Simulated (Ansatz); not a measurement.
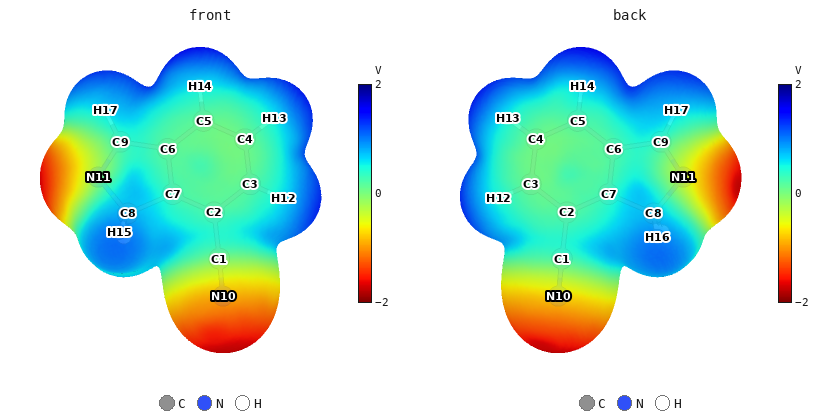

C$_{9}$H$_{6}$N$_{2}$. The electrostatic potential painted on the density surface at 0.002 e/bohr³, seen from the front and from behind; red is negative and blue positive.

Geometry: PBE0-D3(BJ)/def2-SVP.

Level of theory: Ansatz 0.2.0, isolated molecule in a Gaussian basis; Kohn-Sham density functional theory, functional PBE0.

Input

```
crystal:
  periodic: [false, false, false]
  atoms:
    - symbol: C
      position_ang: [0.110481, -2.185656, -1.293360]
    - symbol: C
      position_ang: [0.149718, -1.304853, -0.165473]
    - symbol: C
      position_ang: [1.314706, -0.583739, 0.149112]
    - symbol: C
      position_ang: [1.345877, 0.272827, 1.249692]
    - symbol: C
      position_ang: [0.224789, 0.435692, 2.064406]
    - symbol: C
      position_ang: [-0.929190, -0.280330, 1.750086]
    - symbol: C
      position_ang: [-0.974189, -1.143515, 0.648291]
    - symbol: C
      position_ang: [-2.349924, -1.733340, 0.618459]
    - symbol: C
      position_ang: [-2.263480, -0.365040, 2.356741]
    - symbol: N
      position_ang: [0.059173, -2.903573, -2.202372]
    - symbol: N
      position_ang: [-3.059823, -1.161860, 1.745531]
    - symbol: H
      position_ang: [2.198750, -0.701885, -0.479848]
    - symbol: H
      position_ang: [2.263998, 0.820866, 1.471411]
    - symbol: H
      position_ang: [0.254940, 1.107940, 2.925090]
    - symbol: H
      position_ang: [-2.342998, -2.834830, 0.697963]
    - symbol: H
      position_ang: [-2.889603, -1.508950, -0.318576]
    - symbol: H
      position_ang: [-2.579353, 0.188483, 3.248523]
basis:
  gaussian: {orbitals: def2-SVPD}
hamiltonian: {xc: pbe0}
output: {forces: true, orbitals: {seedname: orbitals}}
```

Launched as:

```sh
ansatz run input.yaml --threads 8 --pin off --max-ram 20880MiB --events-out events.jsonl --progress --plain --runs-dir runs
```

**Describe the electrostatic potential map.**

The most negative region (about −1.7 V, or −39 kcal/mol for a unit charge) lies over N10 and N11, the most positive (about +1.5 V, or +35 kcal/mol for a unit charge) over H14.
